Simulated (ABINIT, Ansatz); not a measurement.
# Zr (Zirconium): phonons by linear response, part 3 of 4

How does Zr (Zirconium) vibrate, and is this structure a minimum?

ABINIT 10.8.3; DFT PBE, scalar-relativistic, plane waves, PseudoDojo norm-conserving pseudopotentials.

So far. Step 4 (Self-consistent run for the response): The cell stands at -0.46 GPa: the relaxation ran with a smoothed and higher cutoff, and the difference is a stress of the finite basis. Step 5 (Linear response at Γ): The acoustic modes at Γ come out as far as 3.9 cm⁻¹ from zero, where they should vanish, a small numerical error. The relaxed cell has a = 3.232, c = 5.179 Å (conventional setting).

## 7. Interpolated phonon bands

anaddb transforms the dynamical matrices to force constants and back along the path; points of the mesh come back as solved, but for the sum rule and, in polar crystals, the LO-TO term at Γ; the rest is interpolation.

Contents of anaddb.abi:

```
ddb_filepath "all_DDB"
output_file "anaddb.abo"
outdata_prefix "anaddb"
ifcflag 1
ngqpt 3 3 2
nqshft 1
q1shft 0.0 0.0 0.0
asr 1
chneut 0
dipdip 0
dipquad 0
quadquad 0
enunit 0
eivec 0
nph1l 93
qph1l 
    0.0 0.0 0.0 1.0
    0.05 0.0 0.0 1.0
    0.1 0.0 0.0 1.0
    0.15 0.0 0.0 1.0
    0.2 0.0 0.0 1.0
    0.25 0.0 0.0 1.0
    0.3 0.0 0.0 1.0
    0.35 0.0 0.0 1.0
    0.4 0.0 0.0 1.0
    0.45 0.0 0.0 1.0
    0.5 0.0 0.0 1.0
    0.48333333 0.03333333 0.0 1.0
    0.46666667 0.06666667 0.0 1.0
    0.45 0.1 0.0 1.0
    0.43333333 0.13333333 0.0 1.0
    0.41666667 0.16666667 0.0 1.0
    0.4 0.2 0.0 1.0
    0.38333333 0.23333333 0.0 1.0
    0.36666667 0.26666667 0.0 1.0
    0.35 0.3 0.0 1.0
    0.33333333 0.33333333 0.0 1.0
    0.3 0.3 0.0 1.0
    0.26666667 0.26666667 0.0 1.0
    0.23333333 0.23333333 0.0 1.0
    0.2 0.2 0.0 1.0
    0.16666667 0.16666667 0.0 1.0
    0.13333333 0.13333333 0.0 1.0
    0.1 0.1 0.0 1.0
    0.06666667 0.06666667 0.0 1.0
    0.03333333 0.03333333 0.0 1.0
    0.0 0.0 0.0 1.0
    0.0 0.0 0.05 1.0
    0.0 0.0 0.1 1.0
    0.0 0.0 0.15 1.0
    0.0 0.0 0.2 1.0
    0.0 0.0 0.25 1.0
    0.0 0.0 0.3 1.0
    0.0 0.0 0.35 1.0
    0.0 0.0 0.4 1.0
    0.0 0.0 0.45 1.0
    0.0 0.0 0.5 1.0
    0.05 0.0 0.5 1.0
    0.1 0.0 0.5 1.0
    0.15 0.0 0.5 1.0
    0.2 0.0 0.5 1.0
    0.25 0.0 0.5 1.0
    0.3 0.0 0.5 1.0
    0.35 0.0 0.5 1.0
    0.4 0.0 0.5 1.0
    0.45 0.0 0.5 1.0
    0.5 0.0 0.5 1.0
    0.48333333 0.03333333 0.5 1.0
    0.46666667 0.06666667 0.5 1.0
    0.45 0.1 0.5 1.0
    0.43333333 0.13333333 0.5 1.0
    0.41666667 0.16666667 0.5 1.0
    0.4 0.2 0.5 1.0
    0.38333333 0.23333333 0.5 1.0
    0.36666667 0.26666667 0.5 1.0
    0.35 0.3 0.5 1.0
    0.33333333 0.33333333 0.5 1.0
    0.3 0.3 0.5 1.0
    0.26666667 0.26666667 0.5 1.0
    0.23333333 0.23333333 0.5 1.0
    0.2 0.2 0.5 1.0
    0.16666667 0.16666667 0.5 1.0
    0.13333333 0.13333333 0.5 1.0
    0.1 0.1 0.5 1.0
    0.06666667 0.06666667 0.5 1.0
    0.03333333 0.03333333 0.5 1.0
    0.0 0.0 0.5 1.0
    0.5 0.0 0.5 1.0
    0.5 0.0 0.45 1.0
    0.5 0.0 0.4 1.0
    0.5 0.0 0.35 1.0
    0.5 0.0 0.3 1.0
    0.5 0.0 0.25 1.0
    0.5 0.0 0.2 1.0
    0.5 0.0 0.15 1.0
    0.5 0.0 0.1 1.0
    0.5 0.0 0.05 1.0
    0.5 0.0 0.0 1.0
    0.33333333 0.33333333 0.5 1.0
    0.33333333 0.33333333 0.45 1.0
    0.33333333 0.33333333 0.4 1.0
    0.33333333 0.33333333 0.35 1.0
    0.33333333 0.33333333 0.3 1.0
    0.33333333 0.33333333 0.25 1.0
    0.33333333 0.33333333 0.2 1.0
    0.33333333 0.33333333 0.15 1.0
    0.33333333 0.33333333 0.1 1.0
    0.33333333 0.33333333 0.05 1.0
    0.33333333 0.33333333 0.0 1.0
```

Contents of mrgddb.in:

```
all_DDB
merged
6
dfpt_gammao_DDB
dfpt_qo_DS1_DDB
dfpt_qo_DS2_DDB
dfpt_qo_DS3_DDB
dfpt_qo_DS4_DDB
dfpt_qo_DS5_DDB
```

Command:

```
$ mrgddb < mrgddb.in > mrgddb.log
$ OMP_NUM_THREADS=1 anaddb anaddb.abi > anaddb.log
```

anaddb.abo, the main output file:

```text
[banners, grids, parts of the stress and lines that vanish by symmetry left out]
-outvars_anaddb: echo values of input variables ----------------------

 Flags :
[...]
Phonon wavevector (reduced coordinates) :  0.00000  0.00000  0.00000
 Phonon energies in Hartree :
[...]
Phonon frequencies in cm-1    :
-  0.000000E+00  0.000000E+00  0.000000E+00  6.862454E+01  6.862454E+01
-  1.528642E+02
[...]
Phonon wavevector (reduced coordinates) :  0.05000  0.00000  0.00000
 Phonon energies in Hartree :
[...]
Phonon frequencies in cm-1    :
-  8.404656E+00  1.157938E+01  2.341519E+01  7.183844E+01  7.404457E+01
-  1.532332E+02
[...]
Phonon wavevector (reduced coordinates) :  0.10000  0.00000  0.00000
 Phonon energies in Hartree :
[...]
Phonon frequencies in cm-1    :
-  1.731309E+01  2.275881E+01  4.686115E+01  8.047430E+01  8.757949E+01
-  1.542212E+02
[...]
Phonon wavevector (reduced coordinates) :  0.15000  0.00000  0.00000
 Phonon energies in Hartree :
[...]
Phonon frequencies in cm-1    :
-  2.705913E+01  3.310096E+01  6.994645E+01  9.243927E+01  1.046288E+02
-  1.555045E+02
[...]
Phonon wavevector (reduced coordinates) :  0.20000  0.00000  0.00000
 Phonon energies in Hartree :
[...]
Phonon frequencies in cm-1    :
-  3.771066E+01  4.222190E+01  9.201662E+01  1.057967E+02  1.220646E+02
-  1.566446E+02
[...]
Phonon wavevector (reduced coordinates) :  0.25000  0.00000  0.00000
 Phonon energies in Hartree :
[...]
Phonon frequencies in cm-1    :
-  4.905447E+01  4.987741E+01  1.123948E+02  1.190994E+02  1.381236E+02
-  1.572022E+02
  Phonon wavevector (reduced coordinates) :  0.30000  0.00000  0.00000
 Phonon energies in Hartree :
[...]
Phonon frequencies in cm-1    :
-  5.597487E+01  6.061805E+01  1.304704E+02  1.312861E+02  1.517632E+02
-  1.568553E+02
  Phonon wavevector (reduced coordinates) :  0.35000  0.00000  0.00000
 Phonon energies in Hartree :
[...]
Phonon frequencies in cm-1    :
-  6.054097E+01  7.168013E+01  1.415590E+02  1.457132E+02  1.555180E+02
-  1.623250E+02
  Phonon wavevector (reduced coordinates) :  0.40000  0.00000  0.00000
 Phonon energies in Hartree :
[...]
Phonon frequencies in cm-1    :
-  6.367358E+01  8.123927E+01  1.493199E+02  1.534731E+02  1.576585E+02
-  1.694081E+02
  Phonon wavevector (reduced coordinates) :  0.45000  0.00000  0.00000
 Phonon energies in Hartree :
[...]
Phonon frequencies in cm-1    :
-  6.549075E+01  8.797256E+01  1.514843E+02  1.541459E+02  1.658243E+02
-  1.728955E+02
  Phonon wavevector (reduced coordinates) :  0.50000  0.00000  0.00000
 Phonon energies in Hartree :
[...]
Phonon frequencies in cm-1    :
-  6.608491E+01  9.044903E+01  1.506295E+02  1.557829E+02  1.691036E+02
-  1.735398E+02
  Phonon wavevector (reduced coordinates) :  0.48333  0.03333  0.00000
 Phonon energies in Hartree :
[...]
Phonon frequencies in cm-1    :
-  6.763421E+01  9.076308E+01  1.502799E+02  1.545590E+02  1.705299E+02
-  1.731371E+02
  Phonon wavevector (reduced coordinates) :  0.46667  0.06667  0.00000
 Phonon energies in Hartree :
[...]
Phonon frequencies in cm-1    :
-  7.202741E+01  9.170779E+01  1.492373E+02  1.518883E+02  1.719384E+02
-  1.737903E+02
  Phonon wavevector (reduced coordinates) :  0.45000  0.10000  0.00000
 Phonon energies in Hartree :
[...]
Phonon frequencies in cm-1    :
-  7.864007E+01  9.328866E+01  1.475208E+02  1.489154E+02  1.699715E+02
-  1.776872E+02
[...]
Phonon wavevector (reduced coordinates) :  0.10000  0.00000  0.50000
 Phonon energies in Hartree :
[...]
Phonon frequencies in cm-1    :
-  5.985788E+01  5.985788E+01  6.486166E+01  6.486166E+01  1.358823E+02
-  1.358823E+02
  Phonon wavevector (reduced coordinates) :  0.15000  0.00000  0.50000
 Phonon energies in Hartree :
[...]
Phonon frequencies in cm-1    :
-  6.925315E+01  6.925315E+01  7.746723E+01  7.746723E+01  1.398508E+02
-  1.398508E+02
  Phonon wavevector (reduced coordinates) :  0.20000  0.00000  0.50000
 Phonon energies in Hartree :
[...]
Phonon frequencies in cm-1    :
-  7.952678E+01  7.952678E+01  8.948446E+01  8.948446E+01  1.455731E+02
-  1.455731E+02
  Phonon wavevector (reduced coordinates) :  0.25000  0.00000  0.50000
 Phonon energies in Hartree :
[...]
Phonon frequencies in cm-1    :
-  8.954818E+01  8.954818E+01  9.935610E+01  9.935610E+01  1.528458E+02
-  1.528458E+02
  Phonon wavevector (reduced coordinates) :  0.30000  0.00000  0.50000
 Phonon energies in Hartree :
[...]
Phonon frequencies in cm-1    :
-  9.855579E+01  9.855579E+01  1.066621E+02  1.066621E+02  1.609073E+02
-  1.609073E+02
  Phonon wavevector (reduced coordinates) :  0.35000  0.00000  0.50000
 Phonon energies in Hartree :
[...]
Phonon frequencies in cm-1    :
-  1.060271E+02  1.060271E+02  1.117088E+02  1.117088E+02  1.686081E+02
-  1.686081E+02
[...]
Phonon wavevector (reduced coordinates) :  0.33333  0.33333  0.05000
 Phonon energies in Hartree :
[...]
Phonon frequencies in cm-1    :
-  1.177867E+02  1.177867E+02  1.381050E+02  1.381050E+02  1.428830E+02
-  1.951772E+02
  Phonon wavevector (reduced coordinates) :  0.33333  0.33333  0.00000
 Phonon energies in Hartree :
[...]
Phonon frequencies in cm-1    :
-  1.203427E+02  1.203427E+02  1.357460E+02  1.357460E+02  1.426131E+02
-  1.955440E+02
-
```

Wall time 0.52 s (1 thread of Arm Neoverse V2, shared host).

Read from the output:

```yaml
lowest_frequency_on_the_path: 0 cm⁻¹
```

Anaddb. The phonon branches at the labelled points (cm⁻¹):

| point | branch 1 | branch 2 | branch 3 | branch 4 | branch 5 | branch 6 |
| --- | --- | --- | --- | --- | --- | --- |
| Γ | 0 | 0 | 0 | 69 | 69 | 153 |
| M | 66 | 90 | 151 | 156 | 169 | 174 |
| K | 120 | 120 | 136 | 136 | 143 | 196 |
| Γ | 0 | 0 | 0 | 69 | 69 | 153 |
| A | 50 | 50 | 50 | 50 | 133 | 133 |
| L | 116 | 116 | 117 | 117 | 180 | 180 |
| H | 67 | 67 | 167 | 167 | 173 | 173 |
| A | 50 | 50 | 50 | 50 | 133 | 133 |
| jump to L | 116 | 116 | 117 | 117 | 180 | 180 |
| M | 66 | 90 | 151 | 156 | 169 | 174 |
| jump to H | 67 | 67 | 167 | 167 | 173 | 173 |
| K | 120 | 120 | 136 | 136 | 143 | 196 |

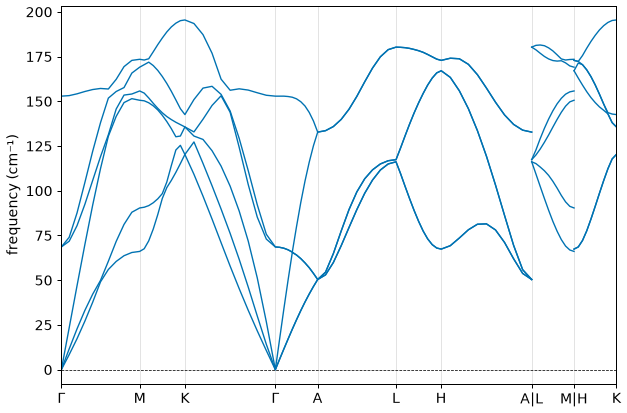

Phonon branches along the path.

All branches are real along the path.

## 8. Sums over the zone

Sums over the zone need many more wavevectors than were solved, so the interpolation is sampled on a dense mesh.

Contents of anaddb.abi:

```
ddb_filepath "all_DDB"
output_file "anaddb.abo"
outdata_prefix "anaddb"
ifcflag 1
ngqpt 3 3 2
nqshft 1
q1shft 0.0 0.0 0.0
asr 1
chneut 0
dipdip 0
dipquad 0
quadquad 0
prtdos 2
ng2qpt 16 16 9
dosdeltae 4.5563e-06
ntemper 11
temperinc 100.0
tempermin 0.0
```

Command:

```
$ OMP_NUM_THREADS=1 anaddb anaddb.abi > anaddb.log
```

anaddb.abo, the main output file:

```text
-outvars_anaddb: echo values of input variables ----------------------

 Flags :
     ifcflag         1
 Miscellaneous information :
         asr         1
      chneut         0
 Interatomic Force Constants Inputs :
      dipdip         0
     dipquad         0
    quadquad         0
      ifcana         0
      ifcout         0
 Description of grid 1 :
        brav         1
       ngqpt         3         3         2
      nqshft         1
      q1shft
                     0.00000000E+00  0.00000000E+00  0.00000000E+00
 Phonon DOS information :
   dosdeltae  4.55630000E-06
    dossmear  4.55633525E-06
 Description of grid 2 (Fourier interp. or BZ sampling):
      ng2qpt        16        16         9
      ngrids         4
      q2shft         0.00000000E+00  0.00000000E+00  0.00000000E+00

================================================================================

 read the DDB information and perform some checks

  ==== Info on the Cryst% object ====
 Real(R)+Recip(G) space primitive vectors, cartesian coordinates (Bohr,Bohr^-1):
 R(1)=  6.1083540  0.0000000  0.0000000  G(1)=  0.1637102  0.0945181  0.0000000
 R(2)= -3.0541770  5.2899898  0.0000000  G(2)=  0.0000000  0.1890363  0.0000000
 R(3)=  0.0000000  0.0000000  9.7863608  G(3)=  0.0000000  0.0000000  0.1021830
 Unit cell volume ucvol=  3.1622795E+02 bohr^3
 Angles (23,13,12)=  9.00000000E+01  9.00000000E+01  1.20000000E+02 degrees
 Time-reversal symmetry is present
 Reduced atomic positions [iatom, xred, symbol]:
    1)    0.3333333  0.6666667  0.2500000  Zr
    2)    0.6666667  0.3333333  0.7500000  Zr

 DDB file with 6 blocks has been read.

================================================================================

 Calculation of the interatomic forces

       Homogeneous q point set in the B.Z.
 Grid q points  :       18
  1)   0.00000000E+00  0.00000000E+00  0.00000000E+00
  2)   3.33333333E-01  0.00000000E+00  0.00000000E+00
  3)  -3.33333333E-01  0.00000000E+00  0.00000000E+00
  4)   0.00000000E+00  3.33333333E-01  0.00000000E+00
  5)   3.33333333E-01  3.33333333E-01  0.00000000E+00
  6)  -3.33333333E-01  3.33333333E-01  0.00000000E+00
  7)   0.00000000E+00 -3.33333333E-01  0.00000000E+00
  8)   3.33333333E-01 -3.33333333E-01  0.00000000E+00
  9)  -3.33333333E-01 -3.33333333E-01  0.00000000E+00
 10)   0.00000000E+00  0.00000000E+00  5.00000000E-01
 11)   3.33333333E-01  0.00000000E+00  5.00000000E-01
 12)  -3.33333333E-01  0.00000000E+00  5.00000000E-01
 13)   0.00000000E+00  3.33333333E-01  5.00000000E-01
 14)   3.33333333E-01  3.33333333E-01  5.00000000E-01
 15)  -3.33333333E-01  3.33333333E-01  5.00000000E-01
 16)   0.00000000E+00 -3.33333333E-01  5.00000000E-01
 17)   3.33333333E-01 -3.33333333E-01  5.00000000E-01
 18)  -3.33333333E-01 -3.33333333E-01  5.00000000E-01

 The interatomic forces have been obtained

================================================================================

 Calculation of phonon density of states

 Average speed of sound partial sums:     0.1176002571E-02 (at units)
-                                   =           2.5727 [km/s]

 Debye frequency from partial sums:     0.6728090797E-03 (Ha)
-                                 =     0.4426871083E+01 (THz)
-Debye temperature from partial sums:     0.2124563038E+03 (K)

 Average speed of sound:     0.9781273736E-03 (at units)
-                      =           2.1398 [km/s]

 Debye frequency from DOS:     0.5596016493E-03 (Ha)
-                        =     0.3682001974E+01 (THz)
-Debye temperature from DOS:     0.1767082247E+03 (K)

-
```

Run time: 0.58 s. Hardware: 1 thread.

This step gave:

```yaml
share_of_modes_beyond_3i_cm_minus1_on_the_dense_interpolated_mesh: 0
zero_point_energy_per_atom: 22.59 meV
heat_capacity_at_300_k: 24.18 J/(mol atoms K)
vibrational_entropy_at_300_k: 40.38 J/(mol atoms K)
```

The phonon density of states has structure finer than the step of the table below, so its rows give means over 10 cm⁻¹, whole bins alone (the curve runs from -30 to 226 cm⁻¹). Peaks (cm⁻¹: height): 77.0: 0.0715, 130.0: 0.0511, 157.0: 0.0749.

Tetrahedra. Phonon density of states against wavenumber; means over each step:

| wavenumber (cm⁻¹) | phonon density of states (1/cm⁻¹/cell) |
| --- | --- |
| -10 | 0 |
| 0 | 1.3e-5 |
| 10 | 3.7e-4 |
| 20 | 0.00147 |
| 30 | 0.00357 |
| 40 | 0.00688 |
| 50 | 0.0114 |
| 60 | 0.0187 |
| 70 | 0.0363 |
| 80 | 0.0610 |
| 90 | 0.0471 |
| 100 | 0.0403 |
| 110 | 0.0332 |
| 120 | 0.0332 |
| 130 | 0.0477 |
| 140 | 0.0446 |
| 150 | 0.0559 |
| 160 | 0.0612 |
| 170 | 0.0579 |
| 180 | 0.0331 |
| 190 | 0.00474 |
| 200 | 0 |

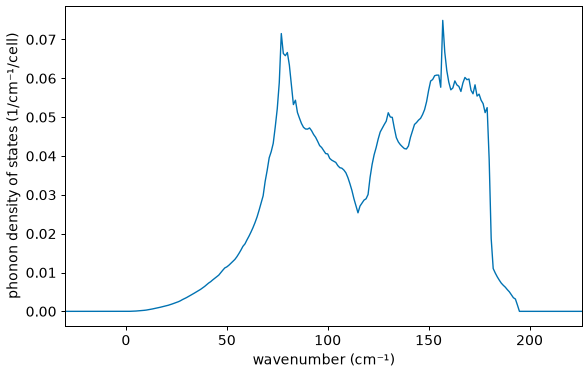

Phonon density of states, plotted against wavenumber.

Harmonic thermodynamic functions per atom, summed over the density of states scaled to three modes an atom; melting is ignored. Thermodynamic functions:

| T (K) | F_vib (meV/atom) | S (J/mol-atom/K) | C_V (J/mol-atom/K) |
| --- | --- | --- | --- |
| 0 | 22.59 | 0 | 0 |
| 50 | 21.79 | 5.225 | 10.54 |
| 100 | 16.31 | 15.76 | 19.23 |
| 200 | -8.44 | 30.74 | 23.28 |
| 300 | -45.6 | 40.38 | 24.18 |
| 400 | -91.25 | 47.39 | 24.51 |
| 500 | -143.3 | 52.88 | 24.66 |
| 600 | -200.5 | 57.38 | 24.75 |
| 700 | -262 | 61.2 | 24.8 |
| 800 | -327.2 | 64.52 | 24.83 |
| 900 | -395.6 | 67.44 | 24.86 |
| 1000 | -466.9 | 70.06 | 24.87 |

At 300 K the heat capacity has reached 97 % of the Dulong-Petit value.

[end of part 3 of 4]

[Host names and launcher messages were left out of these logs when they were recorded.]

[Logs are printed without paths, hosts, clocks, repeated set-up lines and the standing remarks that a program may print on its own settings, such as how far it seeks lower states.]

[Hosts, paths, dates, database ids (printed as entryN), source tags and the programs' standing remarks are cut or masked in the printed files.]
